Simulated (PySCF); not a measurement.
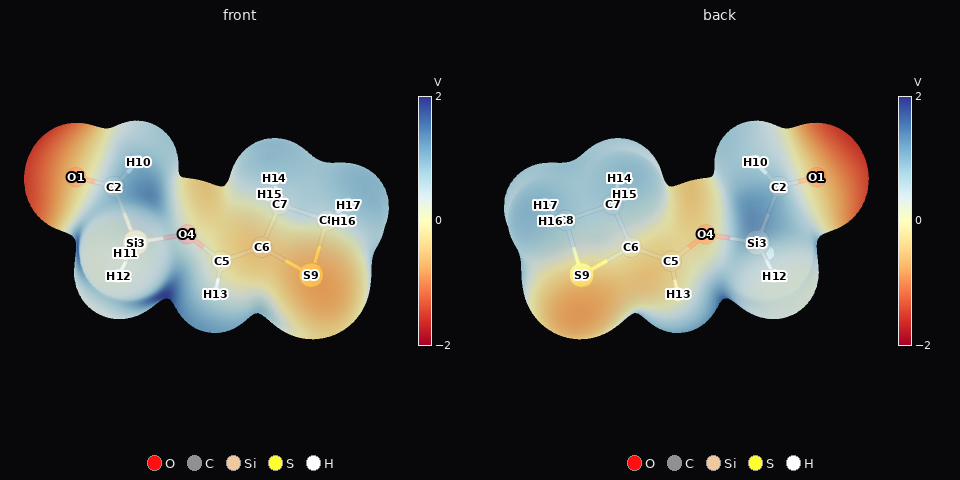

Figure 1: C$_{5}$H$_{8}$O$_{2}$SSi (SMILES O=C[SiH2]O/C=C1\CCS1). The molecular electrostatic potential painted on the density surface at 0.002 e/bohr³, seen from the front and from behind; red is negative and blue positive.

Geometry: GFN2-xTB.

Theory: PBE0/pcSseg-1, SCF density, gas phase, non-relativistic (PySCF).

Input

```
{"job": {"kind": "nmr", "xc": "PBE0", "basis": "pcSseg-1"}, "charge": 0, "multiplicity": 1}
O     -4.613569     0.837729     0.020238
C     -3.414251     0.733874     0.016943
Si    -2.514035    -0.924655    -0.274532
O     -0.976839    -0.427492    -0.120959
C      0.196501    -1.104276    -0.218112
C      1.356416    -0.488262    -0.034689
C      1.736819     0.924066     0.290762
C      3.243775     0.647279     0.293297
S      2.995139    -1.130999    -0.105534
H     -2.791770     1.640016     0.190169
H     -2.884085    -1.910582     0.740762
H     -2.796212    -1.449110    -1.610878
H      0.140213    -2.157974    -0.450069
H      1.349148     1.259089     1.253864
H      1.420976     1.637896    -0.471295
H      3.809126     1.152672    -0.485387
H      3.735648     0.772759     1.254434
```

Command:

```sh
OMP_NUM_THREADS=1 python probes_run.py task.json out
```

> Describe the electrostatic potential map.

The most negative region (about −1.5 V) lies over O1, the most positive (about +1.8 V) over Si3. O1 is the likeliest acceptor of a hydrogen bond.

> How polar is the molecule by this calculation?

Its dipole moment is 2.36 D.
